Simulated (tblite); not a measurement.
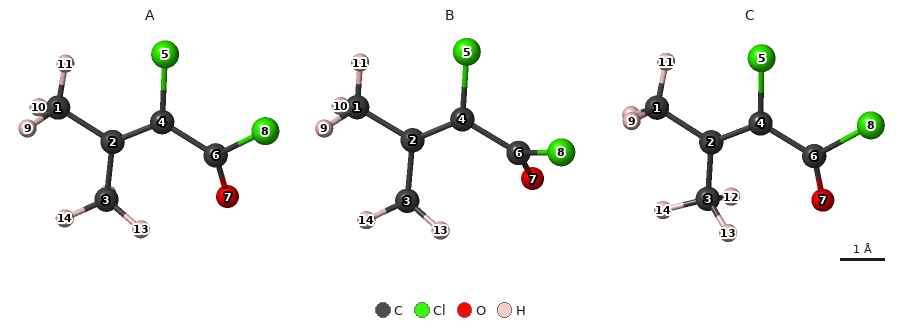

3 geometries from one relaxation of C$_{5}$H$_{6}$Cl$_{2}$O, in shuffled order. A ball-and-stick model, seen at a tilt.

Level of theory: GFN2-xTB geometry optimisation, gas phase in tblite 0.8.0. 

Question: Put them in the order of the run, from the start to the converged end.

Answer: B, A, C. They are steps 0, 35, 95, at +28.3 kJ/mol, +2.36 kJ/mol relative to the last. Over 95 geometry steps the energy falls by 28.3 kJ/mol. Cl8 moves most after the best rigid fit: 0.82 Å. By element the largest moves are Cl 0.82 Å, O 0.72 Å, H 0.71 Å, C 0.16 Å. Near-neighbour distances that change, for instance: Cl5–Cl8 3.273 → 2.970 Å, C4–C6 1.514 → 1.455 Å, C6–O7 1.227 → 1.195 Å, C2–C3 1.517 → 1.490 Å. Among the angles between lasting bonds that change: C4–C6–O7 119.6° → 126.8°, H13–C3–H14 105.6° → 109.8°, O7–C6–Cl8 123.0° → 118.9°. Groups turn about C4–C6 by about 40°, C2–C3 by about 30°, C1–C2 by about 25°.
